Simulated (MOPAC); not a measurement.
Run report: C2H7BO2Si, excited-state calculation (part 2 of 2)

Continued. System: C2H7BO2Si, SMILES BC(O)=C(O)[SiH3]. Method: INDO/S, RHF (MOPAC 23.2.5). The geometry was optimised with PM6.

Geometry of the input (Å):
```
B  -1.7251  0.9350  -0.1274
C  -0.3894  0.5432  -0.8122
O  -0.2971  1.0404  -2.0838
C  0.5962  -0.2065  -0.2453
O  1.6739  -0.3842  -1.1228
Si 0.4372  -0.8756  1.5097
H  -2.4886  1.5930  -0.7455
H  -1.9286  0.5627  0.9786
H  0.5644  0.7830  -2.5210
H  2.3831  -0.9304  -0.7112
H  1.6733  -1.6352  1.8114
H  -0.7322  -1.7793  1.5977
H  0.3018  0.2476  2.4648
```

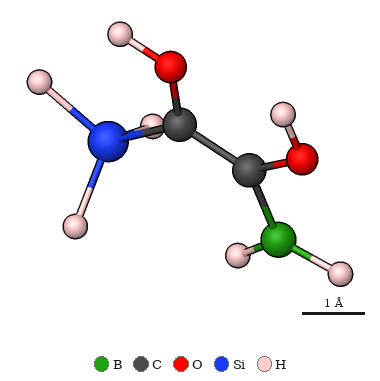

*The structure as given in the input (ball-and-stick view, seen at a tilt).*

## Output, continued
```
  S  O   3  -0.16029     0.12014    -0.06964    -0.27046    -0.01375    -0.08238
 PX  O   3  -0.10542     0.17888    -0.13649    -0.38510     0.09076     0.10544
 PY  O   3   0.13319    -0.06580     0.06276     0.16636     0.01845     0.07923
 PZ  O   3  -0.18377    -0.06211     0.01769     0.07570    -0.15241    -0.31197

  S  C   4   0.00855     0.04387    -0.01229     0.00166    -0.21390     0.06632
 PX  C   4   0.24573    -0.03398     0.11397    -0.12996    -0.07521     0.41211
 PY  C   4  -0.19245    -0.03971    -0.00019     0.02739    -0.18830    -0.09171
 PZ  C   4   0.15499     0.13389    -0.13676     0.09232     0.52959    -0.28029

  S  O   5  -0.08879     0.16550    -0.24313     0.12761     0.08508    -0.10206
 PX  O   5   0.00867     0.11858    -0.18401     0.12160    -0.27226     0.38215
 PY  O   5   0.04314    -0.11831     0.19614    -0.15101     0.08686    -0.12147
 PZ  O   5  -0.10994     0.13044    -0.23194     0.20366     0.12491    -0.17642

  S Si   6  -0.02071    -0.02255     0.01818    -0.00928    -0.07641     0.03951
 PX Si   6  -0.20510     0.01674     0.01920     0.01130    -0.00969     0.00151
 PY Si   6   0.03162    -0.07732     0.02915    -0.02353    -0.10513     0.05594
 PZ Si   6   0.17216     0.16001    -0.09058     0.04118     0.25762    -0.13262

  S  H   7  -0.28418     0.28755     0.33515     0.10116     0.07418     0.06002

  S  H   8  -0.18135    -0.39213    -0.24079    -0.03806     0.08559     0.06908

  S  H   9   0.14998    -0.29291     0.15495     0.63074    -0.14732    -0.17760

  S  H  10   0.11439    -0.35506     0.53427    -0.32759     0.13436    -0.20636

  S  H  11   0.08799    -0.03497    -0.01316    -0.00243    -0.03846     0.01292

  S  H  12  -0.08292    -0.02052     0.01794    -0.00590    -0.03265     0.01584

  S  H  13  -0.08339    -0.02028     0.01778    -0.00582    -0.03272     0.01587

    ROOT NO.   31

            12.41464

  S  B   1   0.01203
 PX  B   1   0.04027
 PY  B   1  -0.02567
 PZ  B   1   0.01158

  S  C   2   0.01475
 PX  C   2   0.23794
 PY  C   2  -0.35278
 PZ  C   2   0.53796

  S  O   3   0.13495
 PX  O   3  -0.11124
 PY  O   3  -0.10758
 PZ  O   3   0.38508

  S  C   4  -0.11149
 PX  C   4   0.42650
 PY  C   4  -0.24122
 PZ  C   4   0.05132

  S  O   5  -0.05384
 PX  O   5   0.16737
 PY  O   5  -0.04809
 PZ  O   5  -0.08909

  S Si   6  -0.02415
 PX Si   6   0.01397
 PY Si   6  -0.04055
 PZ Si   6   0.07797

  S  H   7   0.03848

  S  H   8  -0.01515

  S  H   9   0.14287

  S  H  10  -0.09435

  S  H  11  -0.02115

  S  H  12  -0.00269

  S  H  13  -0.00265

 Reference determinate nber   1 is ALPHA 1 -  17
 SINGLE excitations FROM orbs  14 to  17 INTO orbs  18 to  21

 CI excitations=   17:        = 17
 The lowest   17 spin-adapted configurations of multiplicity=  1
     sym   eV   cm**-1 -dets- dipole oscilator X FRAG ....Excitations named from first reference determinate
                       tot  #  Debye  strength

   1      0.000      0.  1  1  4.8036 0.000000 0  0 (    )->(       )
   2      4.697  37885.  1  1  8.6148 0.472150 1  1 (  17)->(  18   )
   3      4.925  39723.  1  1  7.9081 0.000074 1  1 (  17)->(  19   )
   4      5.856  47228.  1  1 10.6751 0.003777 1  1 (  17)->(  20   )
   5      6.203  50032.  1  1  5.7460 0.004187 1  1 (  16)->(  18   )
   6      6.804  54879.  1  1  7.1536 0.212153 1  1 (  17)->(  21   )
   7      7.458  60153.  1  1  8.5279 0.001408 1  1 (  15)->(  18   )
   8      7.593  61241.  1  1  8.8197 0.008267 1  1 (  14)->(  18   )
   9      8.142  65667.  1  1  4.1336 0.002162 1  1 (  16)->(  21   )
  10      8.464  68263.  1  1  9.1367 0.033786 1  1 (  16)->(  19   )
  11      9.274  74797.  1  1  7.9376 0.025386 1  1 (  16)->(  20   )
  12      9.340  75330.  1  1  3.3292 0.042718 1  1 (  15)->(  19   )
  13      9.660  77917.  1  1  4.0895 0.032707 1  1 (  14)->(  19   )
  14      9.974  80442.  1  1  8.0895 0.009727 1  1 (  14)->(  21   )
  15     10.000  80654.  1  1  8.0781 0.013086 1  1 (  15)->(  21   )
  16     10.487  84586.  1  1  9.7749 0.102232 1  1 (  15)->(  20   )
  17     10.756  86751.  1  1 10.3086 0.064073 1  1 (  14)->(  20   )

 Depression of ground-state after CI=          0. cm**-1 Energy= -3461.5417148 eV
 Dipole moment=  3.056015 -2.680419  2.559491 tot=  4.803631 Debyes

  CI trans.  energy frequency wavelength oscillator--------- polarization---------  dipole  ------ components-----
 st.  symm.    eV      cm - 1       nm      strength       x          y         z       moment     x       y       z

   2      4.5744529    36896.    271.04  0.375515  -0.869780   0.485302  -0.089240  9.815314   8.785  -4.359  -0.400
   3      4.8570127    39175.    255.27  0.000399  -0.481182  -0.803871  -0.349650  6.540067   2.468   1.256  -5.925
   4      5.9196560    47745.    209.44  0.003207   0.441792   0.816517   0.371644  9.629262   8.625  -3.262  -2.775
   5      6.0852865    49081.    203.74  0.005643   0.415077   0.834067   0.363379  4.093434   3.683  -1.471  -1.015

 Polarizability (au  ) xx=   30.26 xy=  -16.62 yy=    9.78 xz=    3.18 yz=   -1.55 zz=    0.39
 Polarizability (A**3) xx=    4.48 xy=   -2.46 yy=    1.45 xz=    0.47 yz=   -0.23 zz=    0.06

 Major CI contributions to CI states

State    1  0.0000     CI coeff  CI percent
    Config       1   1.00000000  1.00000000
 Total coeff printed             1.00000000

State    2  4.5745     CI coeff  CI percent
    Config       2   0.98157866  0.96349667
    Config       6  -0.14604264  0.02132845
    Config      11   0.07886663  0.00621995
    Config      13   0.07096878  0.00503657
 Total coeff printed             0.99608164

State    3  4.8570     CI coeff  CI percent
    Config       3   0.96782681  0.93668873
    Config       4  -0.25026549  0.06263282
 Total coeff printed             0.99932155

State    4  5.9197     CI coeff  CI percent
    Config       3   0.25075709  0.06287912
    Config       4   0.96619930  0.93354109
    Config       5   0.05150458  0.00265272
 Total coeff printed             0.99907293

State    5  6.0853     CI coeff  CI percent
    Config       4   0.05445734  0.00296560
    Config       5  -0.97101116  0.94286266
    Config       7   0.07010935  0.00491532
    Config       8   0.16682226  0.02782967
    Config       9  -0.13296278  0.01767910
    Config      14  -0.04729719  0.00223702
 Total coeff printed             0.99848938

 -------------------------------------------------------------------------------
 INDO WRTCI=5 CHARGE=0 1SCF C.I.=8 MAXCI=300 CIS SINGLET AUX(PRECISION=6) T=10M THREADS=1
 C2H7BO2Si, INDO
 BC(O)=C(O)[SiH3]

     1SCF WAS SPECIFIED, SO BFGS WAS NOT USED
     SCF FIELD WAS ACHIEVED

                              INDO CALCULATION

          COSMO AREA              =        145.82 SQUARE ANGSTROMS
          COSMO VOLUME            =        141.23 CUBIC ANGSTROMS

          IONIZATION POTENTIAL    =          8.435662 EV
          HOMO LUMO ENERGIES (EV) =         -8.436 -0.233
          NO. OF FILLED LEVELS    =         17
          MOLECULAR WEIGHT        =        101.9716         POINT GROUP:  Cs

          MOLECULAR DIMENSIONS (Angstroms)

            Atom       Atom       Distance
            H    11    H     7     5.85502
            H     9    H    13     4.47084
            H    12    H     9     2.34223

          SCF CALCULATIONS        =          1

          WALL-CLOCK TIME         =      0.023 SECONDS
          COMPUTATION TIME        =      0.021 SECONDS

   ATOM   CHEMICAL          X               Y               Z
  NUMBER   SYMBOL      (ANGSTROMS)     (ANGSTROMS)     (ANGSTROMS)

     1       B         -1.72511500  *   0.93501500  *  -0.12741300  *
     2       C         -0.38935300  *   0.54320500  *  -0.81222700  *
     3       O         -0.29714600  *   1.04042800  *  -2.08384900  *
     4       C          0.59616500  *  -0.20645800  *  -0.24532100  *
     5       O          1.67390800  *  -0.38420800  *  -1.12281400  *
     6      Si          0.43721000  *  -0.87557500  *   1.50969300  *
     7       H         -2.48864800  *   1.59303300  *  -0.74552600  *
     8       H         -1.92861300  *   0.56265100  *   0.97864300  *
     9       H          0.56435800  *   0.78300500  *  -2.52099500  *
    10       H          2.38314200  *  -0.93035700  *  -0.71122600  *
    11       H          1.67329800  *  -1.63519500  *   1.81141800  *
    12       H         -0.73215900  *  -1.77927700  *   1.59771100  *
    13       H          0.30177100  *   0.24756100  *   2.46479600  *

                             CARTESIAN COORDINATES

   1    B       -1.725115000     0.935015000    -0.127413000
   2    C       -0.389353000     0.543205000    -0.812227000
   3    O       -0.297146000     1.040428000    -2.083849000
   4    C        0.596165000    -0.206458000    -0.245321000
   5    O        1.673908000    -0.384208000    -1.122814000
   6   Si        0.437210000    -0.875575000     1.509693000
   7    H       -2.488648000     1.593033000    -0.745526000
   8    H       -1.928613000     0.562651000     0.978643000
   9    H        0.564358000     0.783005000    -2.520995000
  10    H        2.383142000    -0.930357000    -0.711226000
  11    H        1.673298000    -1.635195000     1.811418000
  12    H       -0.732159000    -1.779277000     1.597711000
  13    H        0.301771000     0.247561000     2.464796000

           Empirical Formula: C2 H7 O2 B Si  =    13 atoms

      MOLECULAR POINT GROUP   :   Cs

                  EIGENVALUES
 -45.50474 -40.65149 -30.69097 -24.48609 -23.18658 -20.39235 -19.09586 -17.51661
 -15.20489 -14.46524 -14.19729 -13.82502 -13.08924 -12.71590 -12.50146 -11.55515
  -8.43566  -0.23344   0.61947   2.00882   2.23534   2.99262   3.56102   3.71830
   4.93538   5.79390   6.07524   6.90193   9.14484  10.76214  12.41464

              NET ATOMIC CHARGES AND DIPOLE CONTRIBUTIONS

  ATOM NO.   TYPE          CHARGE      No. of ELECS.   s-Pop       p-Pop
    1          B           0.125627        2.8744     1.03103     1.84335
    2          C           0.046064        3.9539     1.07979     2.87414
    3          O          -0.356203        6.3562     1.70291     4.65330
    4          C           0.079675        3.9203     1.12898     2.79134
    5          O          -0.341183        6.3412     1.70541     4.63577
    6         Si           0.282343        3.7177     1.14775     2.56991
    7          H          -0.054937        1.0549     1.05494
    8          H          -0.071354        1.0714     1.07135
    9          H           0.217817        0.7822     0.78218
   10          H           0.215444        0.7846     0.78456
   11          H          -0.062777        1.0628     1.06278
   12          H          -0.040276        1.0403     1.04028
   13          H          -0.040238        1.0402     1.04024
 DIPOLE           X         Y         Z       TOTAL
 POINT-CHG.     1.412    -1.700     2.258     3.160
 HYBRID         1.648    -0.983     0.303     1.943
 SUM            3.060    -2.683     2.561     4.808

          ATOMIC ORBITAL ELECTRON POPULATIONS

     Atom    s        px        py        pz
    1  B   1.03103   0.72081   0.36993   0.75261
    2  C   1.07979   1.01525   0.98622   0.87267
    3  O   1.70291   1.50384   1.80838   1.34108
    4  C   1.12898   0.88788   0.96237   0.94110
    5  O   1.70541   1.32728   1.75451   1.55398
    6 Si   1.14775   0.86965   0.86953   0.83073
    7  H   1.05494
    8  H   1.07135
    9  H   0.78218
   10  H   0.78456
   11  H   1.06278
   12  H   1.04028
   13  H   1.04024

 *                    *
 * JOB ENDED NORMALLY *
 *                    *

 TOTAL JOB TIME:             0.03 SECONDS

 == MOPAC DONE ==
```

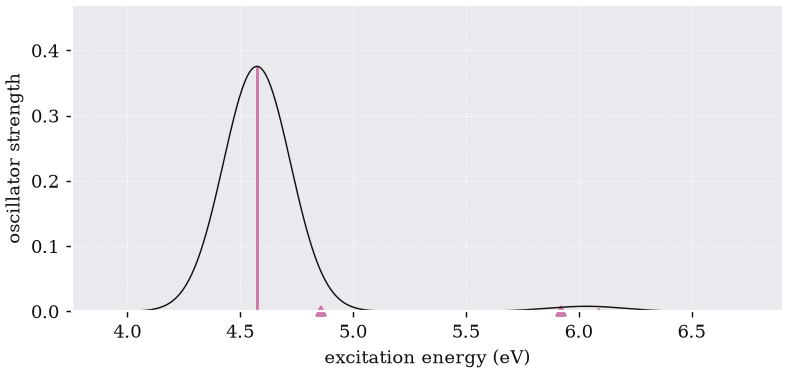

*Computed excitations as sticks (degenerate states added up, dark ones marked on the axis), with a Gaussian envelope of 0.35 eV full width at half maximum, scaled to the tallest.*

Of the 4 states the lowest lies at 4.57 eV (f = 0.376); the strongest line is at 4.57 eV, or 271 nm (f = 0.376).

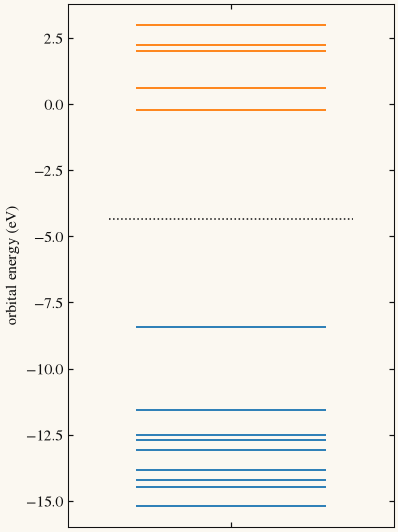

*Orbital energies near the frontier; the dotted line parts filled from empty levels, and levels within 0.02 eV of each other stand side by side.*

Highest filled −8.44 eV, lowest empty −0.23 eV, 8.21 eV apart.

## Key numbers

```tsv
quantity	value
outcome	converged
basis functions	31
HOMO	−8.44 eV
LUMO	−0.23 eV
dipole moment	4.81 D
lowest excitation	4.57 eV
peak memory	0.12 GiB
```

## Remarks

MOPAC's energies along a path are heats of formation.
